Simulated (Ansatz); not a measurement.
**Fields on a plane of BN (h-BN type, space group P6_3/mmc)**

```xyz
4
Lattice="2.5005 0.0000 0.0000 -1.2502 2.1655 0.0000 0.0000 0.0000 6.4112" Properties=species:S:1:pos:R:3 pbc="T T T"
B      0.0000     1.4436     1.6028
B      1.2502     0.7218     4.8084
N      0.0000     1.4436     4.8084
N      1.2502     0.7218     1.6028
```

The slice is a (1 -1 0 0) plane (indices of the conventional cell) through the point (0.667, 0.333, 0.250) (fractional), spanned by u = [110] and v = [001] in vectors of this cell: u (2.50 Å) and v (6.41 Å, at 90° to u). It covers one period; positions are fractions (u, v).

Atoms on it: B at (0.00, 0.50); N at (0.00, 0.00). Other atoms lie within 1 Å of the plane.

Calculation: PBEsol-D3(BJ) (plane waves to 420 eV, PAW, scalar-relativistic; Ansatz, a first-principles code). k mesh 15×15×5. These are valence fields of a PAW run, semicore shells included where kept as valence: close to a nucleus they are smooth pseudo fields. BN was relaxed with its symmetry unable to fall.

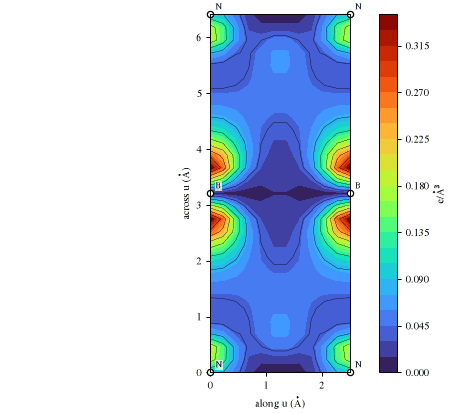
Density of the lowest conduction band (whole band as if filled, smooth part) in e/Å³, one period of the plane, atoms marked. 

| v \ u | 0.00 | 0.09 | 0.18 | 0.27 | 0.36 | 0.45 | 0.55 | 0.64 | 0.73 | 0.82 | 0.91 |
|---|---|---|---|---|---|---|---|---|---|---|---|
| 0.93 | 0.4 | 0.3 | 0.2 | -0.1 | -0.3 | -0.4 | -0.4 | -0.3 | -0.1 | 0.2 | 0.3 |
| 0.86 | -0.4 | -0.4 | -0.5 | -0.7 | -0.8 | -0.9 | -0.9 | -0.8 | -0.7 | -0.5 | -0.4 |
| 0.79 | -1.1 | -1.1 | -1.2 | -1.3 | -1.3 | -1.4 | -1.4 | -1.3 | -1.3 | -1.2 | -1.1 |
| 0.71 | -1.3 | -1.3 | -1.3 | -1.3 | -1.3 | -1.3 | -1.3 | -1.3 | -1.3 | -1.3 | -1.3 |
| 0.64 | -0.8 | -0.8 | -0.8 | -0.8 | -0.8 | -0.8 | -0.8 | -0.8 | -0.8 | -0.8 | -0.8 |
| 0.57 | -0.4 | -0.3 | -0.2 | -0.2 | -0.2 | -0.2 | -0.2 | -0.2 | -0.2 | -0.2 | -0.3 |
| 0.50 | -0.6 | -0.3 | 0.0 | 0.0 | 0.0 | 0.0 | 0.0 | 0.0 | 0.0 | 0.0 | -0.3 |
| 0.43 | -0.4 | -0.3 | -0.2 | -0.2 | -0.2 | -0.2 | -0.2 | -0.2 | -0.2 | -0.2 | -0.3 |
| 0.36 | -0.8 | -0.8 | -0.8 | -0.8 | -0.8 | -0.8 | -0.8 | -0.8 | -0.8 | -0.8 | -0.8 |
| 0.29 | -1.3 | -1.3 | -1.3 | -1.3 | -1.3 | -1.3 | -1.3 | -1.3 | -1.3 | -1.3 | -1.3 |
| 0.21 | -1.1 | -1.1 | -1.2 | -1.3 | -1.3 | -1.4 | -1.4 | -1.3 | -1.3 | -1.2 | -1.1 |
| 0.14 | -0.4 | -0.4 | -0.5 | -0.7 | -0.8 | -0.9 | -0.9 | -0.8 | -0.7 | -0.5 | -0.4 |
| 0.07 | 0.4 | 0.3 | 0.2 | -0.1 | -0.3 | -0.4 | -0.4 | -0.3 | -0.1 | 0.2 | 0.3 |
| 0.00 | 0.6 | 0.6 | 0.5 | 0.2 | -0.1 | -0.2 | -0.2 | -0.1 | 0.2 | 0.5 | 0.6 |

Values: log₁₀ of the valence density in e/Å³. The scale is logarithmic, as a density can span decades between atoms and voids.

- Element round which the density of the highest valence band (whole band, smooth part) is largest on this plane = N
